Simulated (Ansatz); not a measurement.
# CH₄AlNS: one molecule under many settings

How do the results and run time of CH₄AlNS respond when the settings are drawn wide?

The runs use Ansatz 0.2.0, Gaussian basis; the settings change from run to run.

**1. The geometry**

An earlier PBE0-D4 in a triple-zeta def2 set relaxation fixed the geometry.

SMILES `C=[N][AlH][SH]`, 8 atoms, charge 0, spin multiplicity 1.

Atoms are counted from 1 here; the program's logs count them from 0.

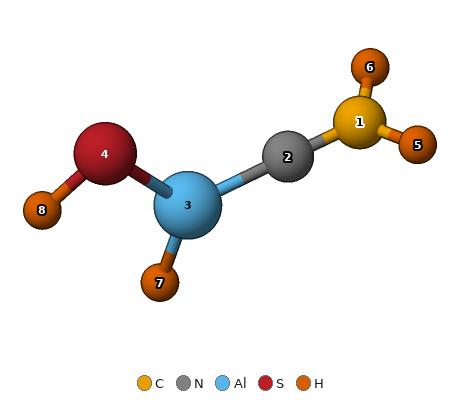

The structure; carbon amber, nitrogen grey, aluminium blue, sulfur red, hydrogen orange; atoms are numbered from 1 in the order of the file.

**2. wB97M-V/def2-mTZVPP**

This run has charge +1, multiplicity 2, high accuracy.

in.yaml reads:

```yaml
crystal:
  periodic: [false, false, false]
  atoms:
    - {symbol: C, position_ang: [-0.473689, 1.945014, 0.094108]}
    - {symbol: N, position_ang: [-0.140028, 0.766120, -0.111343]}
    - {symbol: Al, position_ang: [0.336001, -0.884161, -0.404934]}
    - {symbol: S, position_ang: [0.152320, -2.275771, 1.268546]}
    - {symbol: H, position_ang: [0.235257, 2.707024, 0.454446]}
    - {symbol: H, position_ang: [-1.500928, 2.306768, -0.070463]}
    - {symbol: H, position_ang: [0.868306, -1.320034, -1.820113]}
    - {symbol: H, position_ang: [0.614959, -3.301959, 0.533854]}
basis:
  gaussian: {orbitals: def2-mTZVPP}
total_charge: 1
magnetization: {spin_polarized: true, initial_magnetization: 1}
hamiltonian: {xc: {name: wB97M-V}}
accuracy: high
```

On the command line:

```sh
ansatz run in.yaml --threads 2 --pin off --events-out ev --progress --plain --max-ram 4352MiB
```

The log of the run (excerpt; [...] marks lines left out):

```text
Functional definition: wB97M-V
  name "wB97M-V"
  cite "Mardirossian & Head-Gordon, J. Chem. Phys. 144, 214110 (2016) doi:10.1063/1.4952647"
  cite "Becke, J. Chem. Phys. 107, 8554 (1997) doi:10.1063/1.475007"
  cite "Vydrov & Van Voorhis, J. Chem. Phys. 133, 244103 (2010) doi:10.1063/1.3521275"
  # Of w^i u^j: cxij and so on, Table III.
[...]
  gx(w, u) = 1 - cx + cx01*u + cx10*w
  gss(w, u) = css00 + css04*u^4 + css10*w + css20*w^2 + css43*w^4*u^3
  gos(w, u) = cos00 + cos10*w + (cos20 + cos21*u)*w^2 + (cos60 + cos61*u)*w^6
[...]
      + integral(e_c_pw_mod_opposite_spin*gos(b97_w_opposite, b97_u_opposite)) + vv10(b, c)
2271 factors; integrals over basis functions are off by at most 2.1e-8 eV
434 factors; integrals over basis functions are off by at most 2.1e-9 eV
[...]
mean field -20015.63871739 eV, -735.5611557769 hartree, gradient 9.1e-8 eV, S^2 0.764883; 2 other end points of the search recorded, 0 dependent functions left out
reference -20015.63872228 eV, -735.5611559567 hartree; 23, 22 occupied and 89, 90 virtual orbitals, 2271 factors
Total energy: -20015.63872228 eV, -735.5611559567 hartree
```

Wall time 55 s (2 threads of AMD EPYC 7B13, shared host); peak memory 1.3 GiB.

⟨S²⟩ 0.765.

**3. BHLYP/def2-TZVP**

Set apart from the defaults: D4 dispersion.

Edit in.yaml of step 2 so:

```diff
@@ -12,6 +12,4 @@
 basis:
-  gaussian: {orbitals: def2-mTZVPP}
-total_charge: 1
-magnetization: {spin_polarized: true, initial_magnetization: 1}
-hamiltonian: {xc: {name: wB97M-V}}
-accuracy: high
+  gaussian: {orbitals: def2-TZVP}
+hamiltonian: {xc: {name: BHLYP}, dispersion: d4}
+output: {forces: true}
```

The command is unchanged.

The log of the run (excerpt; [...] marks lines left out):

```text
Functional definition: BHLYP
  name "BHLYP"
  cite "Becke, J. Chem. Phys. 98, 1372 (1993) doi:10.1063/1.464304"
  cite "Becke, Phys. Rev. A 38, 3098 (1988) doi:10.1103/PhysRevA.38.3098"
  cite "Lee, Yang & Parr, Phys. Rev. B 37, 785 (1988) doi:10.1103/PhysRevB.37.785"
[...]
1152 factors; their error is unknown
[...]
mean field -20025.56837537 eV, -735.9260639771 hartree, gradient 4.7e-5 eV, S^2 0.000000; 0 other end points of the search recorded, 0 dependent functions left out
[...]
reference -20025.56856552 eV, -735.9260709650 hartree; 23, 23 occupied and 137, 137 virtual orbitals, 1152 factors
Total energy: -20025.77624403 eV, -735.9337030095 hartree
Atom 0 at    -0.473689     1.945014     0.094108 Å, force     0.089861    -0.329827    -0.054536 eV/Å
Atom 1 at    -0.140028     0.766120    -0.111343 Å, force    -0.111880     0.417563     0.061823 eV/Å
Atom 2 at     0.336001    -0.884161    -0.404934 Å, force    -0.028440     0.209111    -0.067462 eV/Å
Atom 3 at     0.152320    -2.275771     1.268546 Å, force     0.120041    -0.152080    -0.278767 eV/Å
Atom 4 at     0.235257     2.707024     0.454446 Å, force    -0.227417    -0.240868    -0.112813 eV/Å
Atom 5 at    -1.500928     2.306768    -0.070463 Å, force     0.327864    -0.112839     0.054236 eV/Å
Atom 6 at     0.868306    -1.320034    -1.820113 Å, force    -0.074020     0.041002     0.209849 eV/Å
Atom 7 at     0.614959    -3.301959     0.533854 Å, force    -0.096010     0.167939     0.187670 eV/Å
Dipole moment:    -0.018995     0.287678    -0.153210 e Å
```

Run time: 3 s. Hardware: 2 threads of AMD EPYC 7B13, shared host; peak memory 0.35 GiB.

Largest force 0.437 eV/Å, dipole 1.57 D.

**4. BLYP/def2-SVPD**

Set apart from the defaults: coordinates scaled by 0.96, D3(BJ) dispersion.

in.yaml reads:

```yaml
crystal:
  periodic: [false, false, false]
  atoms:
    - {symbol: C, position_ang: [-0.454741, 1.867213, 0.090344]}
    - {symbol: N, position_ang: [-0.134426, 0.735476, -0.106889]}
    - {symbol: Al, position_ang: [0.322561, -0.848795, -0.388737]}
    - {symbol: S, position_ang: [0.146228, -2.184740, 1.217804]}
    - {symbol: H, position_ang: [0.225847, 2.598743, 0.436268]}
    - {symbol: H, position_ang: [-1.440890, 2.214498, -0.067644]}
    - {symbol: H, position_ang: [0.833574, -1.267233, -1.747309]}
    - {symbol: H, position_ang: [0.590361, -3.169881, 0.512500]}
basis:
  gaussian: {orbitals: def2-SVPD}
hamiltonian: {xc: {name: BLYP}, dispersion: d3bj}
output: {forces: true}
```

Same command.

The log of the run (excerpt; [...] marks lines left out):

```text
Functional definition: BLYP
  name "BLYP"
  cite "Becke, Phys. Rev. A 38, 3098 (1988) doi:10.1103/PhysRevA.38.3098"
  cite "Lee, Yang & Parr, Phys. Rev. B 37, 785 (1988) doi:10.1103/PhysRevB.37.785"
[...]
1099 factors; their error is unknown
[...]
mean field -20016.75376485 eV, -735.6021330154 hartree, gradient 3.0e-5 eV, S^2 0.000000; 0 other end points of the search recorded, 0 dependent functions left out
[...]
reference -20016.75413192 eV, -735.6021465047 hartree; 23, 23 occupied and 100, 100 virtual orbitals, 1099 factors
Total energy: -20017.10981209 eV, -735.6152175100 hartree
Atom 0 at    -0.454741     1.867213     0.090344 Å, force    -1.097434     3.855896     0.674810 eV/Å
Atom 1 at    -0.134426     0.735476    -0.106889 Å, force     0.937910    -3.315167    -0.597503 eV/Å
Atom 2 at     0.322561    -0.848795    -0.388737 Å, force     0.631956    -1.312841    -1.068518 eV/Å
Atom 3 at     0.146228    -2.184740     1.217804 Å, force    -0.878974     0.336910     2.634132 eV/Å
Atom 4 at     0.225847     2.598743     0.436268 Å, force     1.381707     1.630124     0.738829 eV/Å
Atom 5 at    -1.440890     2.214498    -0.067644 Å, force    -2.078319     0.833033    -0.308213 eV/Å
Atom 6 at     0.833574    -1.267233    -1.747309 Å, force     0.366498    -0.309691    -0.969330 eV/Å
Atom 7 at     0.590361    -3.169881     0.512500 Å, force     0.736658    -1.718263    -1.104208 eV/Å
Dipole moment:    -0.036467     0.301308    -0.106914 e Å
```

Wall time 1.9 s (2 threads of AMD EPYC 7B13, shared host).

Largest force 4.065 eV/Å, dipole 1.55 D.

**5. PBEsol/aug-cc-pVTZ**

Options: the search for lower states set to off.

in.yaml reads:

```yaml
crystal:
  periodic: [false, false, false]
  atoms:
    - {symbol: C, position_ang: [-0.473689, 1.945014, 0.094108]}
    - {symbol: N, position_ang: [-0.140028, 0.766120, -0.111343]}
    - {symbol: Al, position_ang: [0.336001, -0.884161, -0.404934]}
    - {symbol: S, position_ang: [0.152320, -2.275771, 1.268546]}
    - {symbol: H, position_ang: [0.235257, 2.707024, 0.454446]}
    - {symbol: H, position_ang: [-1.500928, 2.306768, -0.070463]}
    - {symbol: H, position_ang: [0.868306, -1.320034, -1.820113]}
    - {symbol: H, position_ang: [0.614959, -3.301959, 0.533854]}
basis:
  gaussian: {orbitals: aug-cc-pVTZ}
hamiltonian: {xc: {name: PBEsol}}
scf: {lower_state_search: off}
output: {forces: true}
```

The command is unchanged.

The log of the run (excerpt; [...] marks lines left out):

```text
Functional definition: PBEsol
  name "PBEsol"
  cite "Perdew et al., Phys. Rev. Lett. 100, 136406 (2008) doi:10.1103/PhysRevLett.100.136406"
  cite "Perdew, Burke & Ernzerhof, Phys. Rev. Lett. 77, 3865 (1996) doi:10.1103/PhysRevLett.77.3865"
  parent pbesol
[...]
1347 factors; their error is unknown
[...]
mean field -19974.54436259 eV, -734.0509660929 hartree, gradient 2.6e-6 eV, S^2 0.000000; 0 other end points of the search recorded, 0 dependent functions left out
[...]
reference -19974.54443195 eV, -734.0509686416 hartree; 23, 23 occupied and 261, 261 virtual orbitals, 1347 factors
Total energy: -19974.54443195 eV, -734.0509686416 hartree
Atom 0 at    -0.473689     1.945014     0.094108 Å, force    -0.089703     0.310875     0.051765 eV/Å
Atom 1 at    -0.140028     0.766120    -0.111343 Å, force     0.093869    -0.342975    -0.046966 eV/Å
Atom 2 at     0.336001    -0.884161    -0.404934 Å, force     0.062153    -0.200045    -0.048906 eV/Å
Atom 3 at     0.152320    -2.275771     1.268546 Å, force    -0.155893     0.178107     0.375646 eV/Å
Atom 4 at     0.235257     2.707024     0.454446 Å, force     0.234097     0.243889     0.117334 eV/Å
Atom 5 at    -1.500928     2.306768    -0.070463 Å, force    -0.334077     0.112882    -0.055443 eV/Å
Atom 6 at     0.868306    -1.320034    -1.820113 Å, force     0.060233    -0.034163    -0.174481 eV/Å
Atom 7 at     0.614959    -3.301959     0.533854 Å, force     0.129323    -0.268571    -0.218949 eV/Å
Dipole moment:    -0.026083     0.286842    -0.129876 e Å
Checks for a lower state left out: stability, starts, cluster_reference, orbital_swaps, neighbouring_geometries, increment
```

Run time: 3.1 s. Hardware: 2 threads of AMD EPYC 7B13, shared host; peak memory 0.4 GiB.

Largest force 0.444 eV/Å, dipole 1.52 D.

**6. wB97X/def2-SVP**

Options: atoms shaken by 0.15 Å.

in.yaml reads:

```yaml
crystal:
  periodic: [false, false, false]
  atoms:
    - {symbol: C, position_ang: [-0.475817, 2.080535, 0.284194]}
    - {symbol: N, position_ang: [-0.032862, 0.738916, -0.134499]}
    - {symbol: Al, position_ang: [0.260660, -0.702129, -0.344312]}
    - {symbol: S, position_ang: [0.060331, -2.307110, 1.207500]}
    - {symbol: H, position_ang: [0.197386, 3.131423, 0.207297]}
    - {symbol: H, position_ang: [-1.339802, 2.372126, -0.015814]}
    - {symbol: H, position_ang: [0.970923, -1.312166, -1.843703]}
    - {symbol: H, position_ang: [0.674451, -3.296137, 0.594430]}
basis:
  gaussian: {orbitals: def2-SVP}
hamiltonian: {xc: {name: wB97X}}
```

Same command.

The log of the run (excerpt; [...] marks lines left out):

```text
Functional definition: wB97X
  name "wB97X"
  cite "Chai & Head-Gordon, J. Chem. Phys. 128, 084106 (2008) doi:10.1063/1.2834918"
  cite "Becke, J. Chem. Phys. 107, 8554 (1997) doi:10.1063/1.475007"
[...]
  # The coefficients of nought are those of the uniform gas.
[...]
      + exact_x_lr(omega)
[...]
      + integral(e_c_pw_opposite_spin*poly(b97_u_opposite, 1, cos1, cos2, cos3, cos4))
816 factors; integrals over basis functions are off by at most 1.1e-3 eV
257 factors; integrals over basis functions are off by at most 1.3e-5 eV
[...]
mean field -20012.67650510 eV, -735.4522964833 hartree, gradient 1.4e-5 eV, S^2 0.000000; 0 other end points of the search recorded, 0 dependent functions left out
reference -20012.67647313 eV, -735.4522953081 hartree; 23, 23 occupied and 61, 61 virtual orbitals, 816 factors
Total energy: -20012.67647313 eV, -735.4522953081 hartree
```

Wall time 2.6 s (2 threads of AMD EPYC 7B13, shared host).

**7. CCSD/6-31G**

This run has charge -1, multiplicity 2, atoms shaken by 0.03 Å, the search for lower states set to off.

in.yaml reads:

```yaml
crystal:
  periodic: [false, false, false]
  atoms:
    - {symbol: C, position_ang: [-0.506022, 1.853491, 0.066290]}
    - {symbol: N, position_ang: [-0.154005, 0.743408, -0.132484]}
    - {symbol: Al, position_ang: [0.287414, -0.856792, -0.405696]}
    - {symbol: S, position_ang: [0.152151, -2.280215, 1.264343]}
    - {symbol: H, position_ang: [0.193870, 2.677364, 0.422847]}
    - {symbol: H, position_ang: [-1.515341, 2.259265, -0.066836]}
    - {symbol: H, position_ang: [0.898486, -1.360649, -1.795034]}
    - {symbol: H, position_ang: [0.633013, -3.269353, 0.523907]}
basis:
  gaussian: {orbitals: 6-31G}
total_charge: -1
magnetization: {spin_polarized: true, initial_magnetization: 1}
hamiltonian: {xc: {name: HF}}
correlation: {method: ccsd}
scf: {lower_state_search: off}
```

Same command.

The log of the run (excerpt; [...] marks lines left out):

```text
Functional definition: HF
  name "HF"
  cite "Fock, Z. Phys. 61, 126 (1930) doi:10.1007/BF01340294"
  parent pbe
[...]
665 factors; integrals over basis functions are off by at most 2.6e-4 eV
[...]
mean field -19971.23132704 eV, -733.9292142821 hartree, gradient 2.7e-6 eV, S^2 0.762267; 0 other end points of the search recorded, 0 dependent functions left out
12 core orbitals not correlated: weight in the atoms' cores, before any rotation towards them, 1.000 or more for the frozen orbitals, at most 0.000 for the correlated occupied ones
reference -19971.23132704 eV, -733.9292142821 hartree; 12, 11 occupied and 28, 29 virtual orbitals, 665 factors
second order -7.52209896 eV of doubles, -0.00000000 eV of singles
cycle   1  -8.01292436 eV  change   -4.9e-1 eV  update   9.2e-2
[...]
cycle  17  -8.48149536 eV  change   -8.8e-6 eV  update   1.5e-5
Total energy: -19979.71282240 eV, -734.2409034875 hartree
Checks for a lower state left out: stability, starts, cluster_reference, orbital_swaps, neighbouring_geometries, increment
```

Wall time 1.9 s (2 threads of AMD EPYC 7B13, shared host).

⟨S²⟩ 0.762, T1 0.015.

**8. r2SCAN0/cc-pVTZ-DK**

This run has atoms shaken by 0.15 Å.

in.yaml reads:

```yaml
crystal:
  periodic: [false, false, false]
  atoms:
    - {symbol: C, position_ang: [-0.560627, 1.701853, -0.000093]}
    - {symbol: N, position_ang: [-0.369391, 0.878179, 0.049917]}
    - {symbol: Al, position_ang: [0.666378, -0.811412, -0.329725]}
    - {symbol: S, position_ang: [0.271889, -2.476244, 1.294777]}
    - {symbol: H, position_ang: [0.091400, 2.632070, 0.353527]}
    - {symbol: H, position_ang: [-1.432009, 2.281504, -0.401500]}
    - {symbol: H, position_ang: [0.780702, -1.303543, -1.615747]}
    - {symbol: H, position_ang: [0.356714, -3.212138, 0.591683]}
basis:
  gaussian: {orbitals: cc-pVTZ-DK}
hamiltonian: {xc: {name: r2SCAN0}}
output: {forces: true}
```

Launched as before.

The log of the run (excerpt; [...] marks lines left out):

```text
Functional definition: r2SCAN0
  name "r2SCAN0"
  cite "Bursch, Neugebauer, Ehlert & Grimme, J. Chem. Phys. 156, 134105 (2022) doi:10.1063/5.0086040"
  cite "Furness, Kaplan, Ning, Perdew & Sun, J. Phys. Chem. Lett. 11, 8208 (2020) doi:10.1021/acs.jpclett.0c02405"
  cite "Furness, Kaplan, Ning, Perdew & Sun, J. Phys. Chem. Lett. 11, 9248 (2020) doi:10.1021/acs.jpclett.0c03077"
  parent r2scan
[...]
1165 factors; their error is unknown
[...]
mean field -20047.32669746 eV, -736.7256675656 hartree, gradient 2.7e-5 eV, S^2 0.000000; 0 other end points of the search recorded, 0 dependent functions left out
[...]
reference -20047.32670829 eV, -736.7256679635 hartree; 23, 23 occupied and 161, 161 virtual orbitals, 1165 factors
Total energy: -20047.32670829 eV, -736.7256679635 hartree
Relativity: scalar
Atom 0 at    -0.560627     1.701853    -0.000093 Å, force   -25.012497   112.090579    -5.650443 eV/Å
Atom 1 at    -0.369391     0.878179     0.049917 Å, force    27.853548  -114.902865     4.855674 eV/Å
Atom 2 at     0.666378    -0.811412    -0.329725 Å, force    -2.956017     1.777396     5.819988 eV/Å
Atom 3 at     0.271889    -2.476244     1.294777 Å, force    -1.347661    16.441149    13.328797 eV/Å
Atom 4 at     0.091400     2.632070     0.353527 Å, force     0.347685     0.469499     0.134029 eV/Å
Atom 5 at    -1.432009     2.281504    -0.401500 Å, force    -1.310455     0.188227    -0.366961 eV/Å
Atom 6 at     0.780702    -1.303543    -1.615747 Å, force     0.604761    -0.904352    -3.722992 eV/Å
Atom 7 at     0.356714    -3.212138     0.591683 Å, force     1.820636   -15.159632   -14.398092 eV/Å
Dipole moment:     0.295661     0.016132    -0.404983 e Å
```

Wall time 6 s (2 threads of AMD EPYC 7B13, shared host); peak memory 0.45 GiB.

Largest force 118.330 eV/Å, dipole 2.41 D.

**9. B3LYP5/x2c-TZVPPall**

This run has atoms shaken by 0.03 Å.

in.yaml reads:

```yaml
crystal:
  periodic: [false, false, false]
  atoms:
    - {symbol: C, position_ang: [-0.498984, 1.953394, 0.078985]}
    - {symbol: N, position_ang: [-0.081722, 0.733536, -0.062664]}
    - {symbol: Al, position_ang: [0.346016, -0.874184, -0.403399]}
    - {symbol: S, position_ang: [0.164317, -2.209724, 1.275288]}
    - {symbol: H, position_ang: [0.200389, 2.724385, 0.481591]}
    - {symbol: H, position_ang: [-1.508741, 2.233795, -0.083124]}
    - {symbol: H, position_ang: [0.874623, -1.337487, -1.831696]}
    - {symbol: H, position_ang: [0.650216, -3.332940, 0.519967]}
basis:
  gaussian: {orbitals: x2c-TZVPPall}
hamiltonian: {xc: {name: B3LYP5}}
output: {forces: true}
```

Same command.

The log of the run (excerpt; [...] marks lines left out):

```text
Functional definition: B3LYP5
  name "B3LYP5"
  cite "Stephens, Devlin, Chabalowski & Frisch, J. Phys. Chem. 98, 11623 (1994) doi:10.1021/j100096a001"
  cite "Becke, Phys. Rev. A 38, 3098 (1988) doi:10.1103/PhysRevA.38.3098"
  cite "Lee, Yang & Parr, Phys. Rev. B 37, 785 (1988) doi:10.1103/PhysRevB.37.785"
  cite "Vosko, Wilk & Nusair, Can. J. Phys. 58, 1200 (1980) doi:10.1139/p80-159"
[...]
1161 factors; their error is unknown
[...]
mean field -20066.25949409 eV, -737.4214350085 hartree, gradient 2.0e-5 eV, S^2 0.000000; 0 other end points of the search recorded, 0 dependent functions left out
[...]
reference -20066.25977785 eV, -737.4214454366 hartree; 23, 23 occupied and 179, 179 virtual orbitals, 1161 factors
Total energy: -20066.25977785 eV, -737.4214454366 hartree
Relativity: scalar
Atom 0 at    -0.498984     1.953394     0.078985 Å, force     2.715078    -3.083693     0.561300 eV/Å
Atom 1 at    -0.081722     0.733536    -0.062664 Å, force    -1.487696     4.386312     0.231540 eV/Å
Atom 2 at     0.346016    -0.874184    -0.403399 Å, force     0.477775    -1.033166    -0.854385 eV/Å
Atom 3 at     0.164317    -2.209724     1.275288 Å, force     0.609239    -1.948843    -0.533611 eV/Å
Atom 4 at     0.200389     2.724385     0.481591 Å, force    -0.506675    -0.260685    -0.374773 eV/Å
Atom 5 at    -1.508741     2.233795    -0.083124 Å, force    -1.059986     0.352936    -0.307384 eV/Å
Atom 6 at     0.874623    -1.337487    -1.831696 Å, force    -0.106434     0.134778     0.270115 eV/Å
Atom 7 at     0.650216    -3.332940     0.519967 Å, force    -0.641302     1.452360     1.007198 eV/Å
Dipole moment:    -0.085739     0.334375    -0.136410 e Å
```

It took 4 s on 2 threads of AMD EPYC 7B13, shared host; peak memory 0.46 GiB.

Largest force 4.638 eV/Å, dipole 1.78 D.

**10. wB97X/aug-cc-pVDZ**

Options: finite nuclei.

in.yaml reads:

```yaml
crystal:
  periodic: [false, false, false]
  atoms:
    - {symbol: C, position_ang: [-0.473689, 1.945014, 0.094108]}
    - {symbol: N, position_ang: [-0.140028, 0.766120, -0.111343]}
    - {symbol: Al, position_ang: [0.336001, -0.884161, -0.404934]}
    - {symbol: S, position_ang: [0.152320, -2.275771, 1.268546]}
    - {symbol: H, position_ang: [0.235257, 2.707024, 0.454446]}
    - {symbol: H, position_ang: [-1.500928, 2.306768, -0.070463]}
    - {symbol: H, position_ang: [0.868306, -1.320034, -1.820113]}
    - {symbol: H, position_ang: [0.614959, -3.301959, 0.533854]}
basis:
  gaussian: {orbitals: aug-cc-pVDZ, nuclear_model: gaussian}
hamiltonian: {xc: {name: wB97X}}
```

Same command.

The log of the run (excerpt; [...] marks lines left out):

```text
Functional definition: wB97X
  name "wB97X"
  cite "Chai & Head-Gordon, J. Chem. Phys. 128, 084106 (2008) doi:10.1063/1.2834918"
  cite "Becke, J. Chem. Phys. 107, 8554 (1997) doi:10.1063/1.475007"
[...]
  # The coefficients of nought are those of the uniform gas.
[...]
      + exact_x_lr(omega)
[...]
      + integral(e_c_pw_opposite_spin*poly(b97_u_opposite, 1, cos1, cos2, cos3, cos4))
1393 factors; their error is unknown
567 factors; integrals over basis functions are off by at most 1.2e-5 eV
[...]
mean field -20024.74616026 eV, -735.8958481290 hartree, gradient 2.5e-5 eV, S^2 0.000000; 0 other end points of the search recorded, 0 dependent functions left out
reference -20024.74609504 eV, -735.8958457324 hartree; 23, 23 occupied and 113, 113 virtual orbitals, 1393 factors
Total energy: -20024.74609504 eV, -735.8958457324 hartree
```

It took 5.5 s on 2 threads of AMD EPYC 7B13, shared host; peak memory 0.39 GiB.

**11. All runs side by side**

| level | charge | multiplicity | geometry | functions | energy (eV) | time |
| --- | --- | --- | --- | --- | --- | --- |
| wB97M-V/def2-mTZVPP | 1 | 2 | relaxed | 112 | -20015.639 | 55 s |
| BHLYP/def2-TZVP | 0 | 1 | relaxed | 160 | -20025.776 | 3 s |
| BLYP/def2-SVPD | 0 | 1 | scaled | 123 | -20017.110 | 1.9 s |
| PBEsol/aug-cc-pVTZ | 0 | 1 | relaxed | 284 | -19974.544 | 3.1 s |
| wB97X/def2-SVP | 0 | 1 | shaken | 84 | -20012.676 | 2.6 s |
| CCSD/6-31G | -1 | 2 | shaken | 52 | -19979.713 | 1.9 s |
| r2SCAN0/cc-pVTZ-DK | 0 | 1 | shaken | 184 | -20047.327 | 6 s |
| B3LYP5/x2c-TZVPPall | 0 | 1 | shaken | 202 | -20066.260 | 4 s |
| wB97X/aug-cc-pVDZ | 0 | 1 | relaxed | 136 | -20024.746 | 5.5 s |

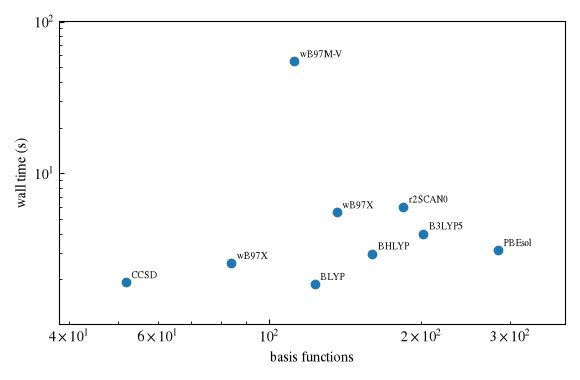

Wall time against the number of basis functions (shared host).

**12. What came out**

| quantity | value |
| --- | --- |
| runs | 9 |
| quickest | BLYP/def2-SVPD, 1.9 s |
| slowest | wB97M-V/def2-mTZVPP, 55 s |
| spread of total energies, same state and geometry | 51.2 eV |
| dipole, same state and geometry | 1.52 to 1.57 D |

**Reading.** Run time spans a factor of 29, from BLYP/def2-SVPD to wB97M-V/def2-mTZVPP. The jobs differ in tasks and options as well as level. Total energies at one charge and spin differ by 51 eV between levels, so only differences within one level mean anything. At the PBE0-D4/def2-TZVP geometry and in the same state, runs without warnings or point charges leave forces up to 0.44 eV/Å (PBEsol/aug-cc-pVTZ), against 118.3 eV/Å where the atoms were moved.
